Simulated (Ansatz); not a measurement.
# BH3Cl− (SMILES [BH3-]Cl): levels of theory compared

Wanted: a comparison of 6 runs (B2PLYP/STO-3G, HSE06/STO-3G, r2SCAN/STO-3G, wB97M-V/STO-3G, CCSDT(Q)/STO-3G, CCSD/STO-3G) of BH3Cl−. 

The calculation is run with Ansatz 0.2.0.

3 further runs of the same task are left out: 3 that didn't finish.

## (1) Starting point

BH3Cl− has 5 atoms, charge -1, and is taken as a singlet. As SMILES, `[BH3-]Cl`. The H5–B1 distance was set to 2.416 Å, away from the relaxed value. At this shape a bond of the SMILES string is far longer than usual.

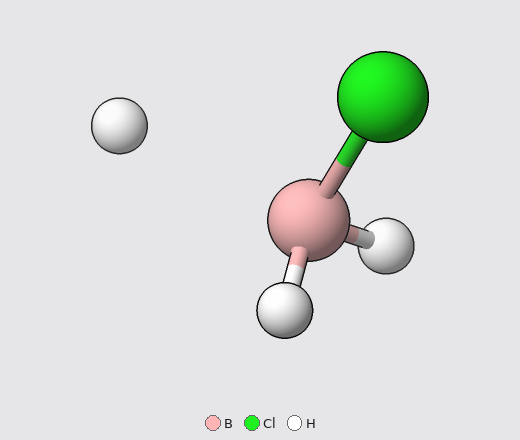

Viewed from a chosen angle; boron pink, chlorine green, hydrogen white.

## (2) A single-point energy at B2PLYP/STO-3G (run 1)

Input file in.yaml:

```yaml
basis:
  gaussian: {orbitals: STO-3G}
crystal:
  periodic: [false, false, false]
  atoms:
    - {symbol: B, position_ang: [0.164277, -0.953095, -0.659499]}
    - {symbol: Cl, position_ang: [-0.763973, -0.408775, -2.192399]}
    - {symbol: H, position_ang: [1.304967, -1.159845, -0.998499]}
    - {symbol: H, position_ang: [-0.378213, -1.956575, -0.262699]}
    - {symbol: H, position_ang: [0.000500, 0.857390, 0.931390]}
total_charge: -1
hamiltonian: {xc: {name: B2PLYP}}
correlation: {frozen_orbitals: {B: 1, Cl: 5, H: 0}}
accuracy: high
```

The run is started by

```
ansatz run in.yaml --threads 1 --pin off --max-ram 2610MiB --events-out events.jsonl --progress --plain --runs-dir runs
```

The program printed:

```text
Warning: RAYON_NUM_THREADS=1 ignored (pool sized by the plan → 1); use --threads N
Functional definition: B2PLYP
  name "B2PLYP"
  parameter a = 0.53
  parameter c = 0.27
  exchange = (1 - a)*b88_x + a*exact_x
  correlation = (1 - c)*lyp_c + c*(mp2_os + mp2_ss)
281 factors; integrals over basis functions are off by at most 5.9e-9 eV
mean field evaluation 1: about -13086.5014 eV, gradient 2.0e1 eV
mean field evaluation 2: about -13086.5023 eV, gradient 2.0e1 eV
mean field evaluation 4: about -13090.2233 eV, gradient 1.2e0 eV
mean field evaluation 8: about -13090.2217 eV, gradient 1.2e-2 eV
mean field evaluation 16: about -13090.2217 eV, gradient 4.5e-8 eV
mean field -13090.22167794 eV, -481.0567737933 hartree, gradient 3.6e-9 eV, S^2 0.000000; 0 other end points of the search recorded, 0 dependent functions left out; unrestricted orbitals would lower it
6 core orbitals not correlated: weight in the atoms' cores, before any rotation towards them, 1.000 or more for the frozen orbitals, at most 0.000 for the correlated occupied ones
reference -13090.22169543 eV, -481.0567744363 hartree; 7, 7 occupied and 4, 4 virtual orbitals, 281 factors
second order -3.24060207 eV of doubles, -0.00000000 eV of singles
Total energy: -13091.09665799 eV, -481.0889287172 hartree
```

Run time: 1.1 s. Hardware: 1 thread of Arm Neoverse V1, shared host; peak memory 0.094 GiB.

## (3) The energy at HSE06/STO-3G (run 2)

Input file in.yaml:

```yaml
crystal:
  periodic: [false, false, false]
  atoms:
    - symbol: B
      position_ang: [0.164277, -0.953095, -0.659499]
    - symbol: Cl
      position_ang: [-0.763973, -0.408775, -2.192399]
    - symbol: H
      position_ang: [1.304967, -1.159845, -0.998499]
    - symbol: H
      position_ang: [-0.378213, -1.956575, -0.262699]
    - symbol: H
      position_ang: [0.000500, 0.857390, 0.931390]
basis:
  gaussian: {orbitals: STO-3G}
hamiltonian: {xc: {name: HSE06}}
total_charge: -1
accuracy: high
```

The run is started by

```
ansatz run in.yaml --threads 1 --pin off --max-ram 2610MiB --events-out events.jsonl --progress --plain --runs-dir runs
```

The program printed:

```text
Warning: RAYON_NUM_THREADS=1 ignored (pool sized by the plan → 1); use --threads N
Functional definition: HSE06
  name "HSE06"
  parameter a = 0.25
  parameter omega = 0.11/bohr
  exchange = pbe_x - a*pbe_x_sr(omega) + a*exact_x_sr(omega)
  correlation = pbe_c
281 factors; integrals over basis functions are off by at most 5.9e-9 eV
57 factors; integrals over basis functions are off by at most 1.5e-9 eV
mean field evaluation 1: about -13088.4965 eV, gradient 2.0e1 eV
mean field evaluation 2: about -13074.1153 eV, gradient 4.2e1 eV
mean field evaluation 4: about -13092.3533 eV, gradient 4.2e0 eV
mean field evaluation 8: about -13092.4619 eV, gradient 1.7e-1 eV
mean field evaluation 16: about -13092.4191 eV, gradient 2.6e-6 eV
mean field -13092.41906276 eV, -481.1375261961 hartree, gradient 2.2e-8 eV, S^2 0.000000; 0 other end points of the search recorded, 0 dependent functions left out
reference -13092.41906452 eV, -481.1375262609 hartree; 13, 13 occupied and 4, 4 virtual orbitals, 281 factors
Total energy: -13092.41906452 eV, -481.1375262609 hartree
```

It took 1.1 s on 1 thread of Arm Neoverse V1, shared host; peak memory 0.092 GiB.

Runs 3 to 5 aren't shown in full; the table further down has their settings and results.

## (4) The energy at CCSD/STO-3G (run 6)

Input file input.yaml:

```yaml
basis:
  gaussian:
    orbitals: STO-3G
crystal:
  periodic: [false, false, false]
  atoms:
    - symbol: B
      position_ang: [0.164277, -0.953095, -0.659499]
    - symbol: Cl
      position_ang: [-0.763973, -0.408775, -2.192399]
    - symbol: H
      position_ang: [1.304967, -1.159845, -0.998499]
    - symbol: H
      position_ang: [-0.378213, -1.956575, -0.262699]
    - symbol: H
      position_ang: [0.000500, 0.857390, 0.931390]
total_charge: -1
correlation:
  method: ccsd
  frozen_orbitals: {B: 1, Cl: 5, H: 0}
accuracy: high
scf:
  omitted_lower_state_checks: [cluster_reference, increment]
```

The run is started by

```
ansatz run input.yaml --threads 1 --pin off --max-ram 2610MiB --events-out events.jsonl --progress --plain --runs-dir runs
```

The program printed (excerpt; [...] marks lines left out):

```text
Warning: RAYON_NUM_THREADS=1 ignored (pool sized by the plan → 1); use --threads N
Functional definition: HF
  name "HF"
[...]
281 factors; integrals over basis functions are off by at most 5.9e-9 eV
[...]
mean field -13072.79094211 eV, -480.4162060668 hartree, gradient 2.3e-8 eV, S^2 0.000000; 0 other end points of the search recorded, 0 dependent functions left out; unrestricted orbitals would lower it
6 core orbitals not correlated: weight in the atoms' cores, before any rotation towards them, 1.000 or more for the frozen orbitals, at most 0.000 for the correlated occupied ones
reference -13072.79094211 eV, -480.4162060668 hartree; 7, 7 occupied and 4, 4 virtual orbitals, 281 factors
second order -2.19340046 eV of doubles, -0.00000000 eV of singles
cycle   1  -2.51272629 eV  change   -6.1e-1 eV  update   1.2e-1
[...]
cycle  22  -3.37892854 eV  change  -1.9e-10 eV  update  3.6e-11
WARN: these amplitudes may be one of several solutions (largest doubles amplitude 0.41, level shift 2.60 eV)
Total energy: -13076.16987066 eV, -480.5403794003 hartree
Checks for a lower state left out: cluster_reference, increment
```

Wall time 0.12 s (1 thread of Arm Neoverse V1, shared host).

## (5) Overview of the runs

| run | level | frozen core orbitals | energy (Eh) | wall time |
| --- | --- | --- | --- | --- |
| 1 | B2PLYP/STO-3G | 6 | -481.088929 | 1.1 s |
| 2 | HSE06/STO-3G | – | -481.137526 | 1.1 s |
| 3 | r2SCAN/STO-3G | – | -481.302575 | 2.2 s |
| 4 | wB97M-V/STO-3G | – | -481.344736 | 14 s |
| 5 | CCSDT(Q)/STO-3G | 6 | -480.542912 | 0.22 s |
| 6 | CCSD/STO-3G | 6 | -480.540379 | 0.12 s |

## (6) Outcome

```
                                          quantity          value
                               run 6: total energy  -480.54038 Eh
run 6: correlation energy (6 core orbitals frozen)     -124.2 mEh
                              run 6: T1 diagnostic          0.047
```

**Reading.** Totals of different functionals can't be ranked against each other. In run 6 the T1 diagnostic is large, so a single reference may not serve. In runs 1, 5, 6 the log says that unrestricted orbitals would lower the reference, so the values rest on an unstable closed-shell determinant (other closed-shell runs at this shape may share the fault). In runs 1, 2, 3, 4, 5, 6 the basis is minimal, so the values are rough. All runs together took 19 s, the longest 14 s.
